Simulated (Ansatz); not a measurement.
The reference is ZnS in the wurtzite structure (space group P6_3mc, No. 186; a = 3.7383 Å, c = 6.1429 Å). Axes: x lies along a and z along c of the hexagonal cell.

Now apply this change: the cell is stretched by 1.20 % along x with no lateral relaxation, atoms relaxed at fixed cell.

All numbers come from plane-wave PAW DFT at the LDA level (Ansatz, a program for electronic structure, 420 eV), without spin-orbit coupling.

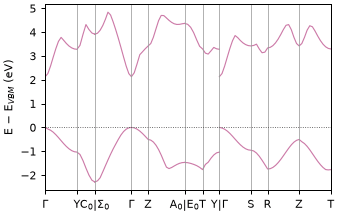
*Highest valence and lowest conduction band along the path of the changed cell's own zone*

Q: From the figure, how large is the changed gap, and is it direct?

A: About 2.1 eV, direct at Γ.

The cells carry an imposed strain or load. Whether these cells are dynamically stable was not tested. Labels are those of the standard path for the cell's own space group.
